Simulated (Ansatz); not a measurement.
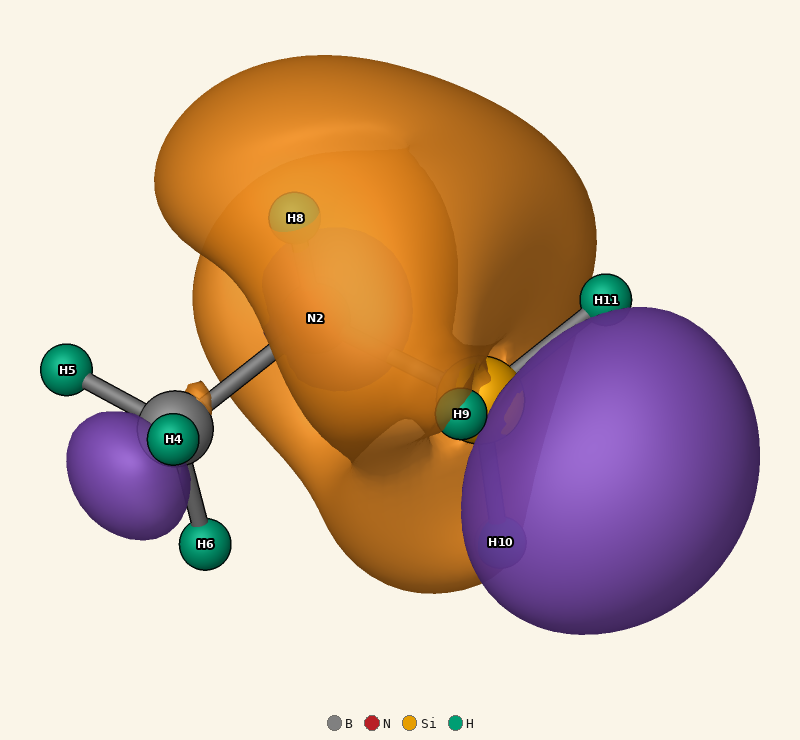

The picture shows: BH8NSi. One frontier orbital at ±0.08 Å⁻³ᐟ² (orange and purple are the two phases), seen at a tilt.

Geometry: PBE0-D4/def2-TZVP.

The calculation used RKS PBE0-D4/def2-TZVPP (Ansatz).

```yaml
atoms:
  - { symbol: B, position_ang: [0.4216, 1.3575, 0.0641] }
  - { symbol: N, position_ang: [0.3653, -0.1963, 0.6257] }
  - { symbol: Si, position_ang: [-0.6422, -1.1735, -0.4934] }
  - { symbol: H, position_ang: [-0.7344, 1.7270, 0.0398] }
  - { symbol: H, position_ang: [1.1067, 1.9796, 0.8450] }
  - { symbol: H, position_ang: [0.9105, 1.2757, -1.0439] }
  - { symbol: H, position_ang: [1.3147, -0.5517, 0.6954] }
  - { symbol: H, position_ang: [-0.0102, -0.1876, 1.5699] }
  - { symbol: H, position_ang: [-1.9943, -0.5842, -0.4876] }
  - { symbol: H, position_ang: [0.0130, -1.1345, -1.8142] }
  - { symbol: H, position_ang: [-0.6856, -2.5688, 0.0197] }
```

**Which orbital is it: HOMO or LUMO?**

The LUMO, at −0.53 eV. It lies mainly on Si3 (about 45 %), N2 (about 10 %), H7 (about 10 %) and H8 (about 10 %).
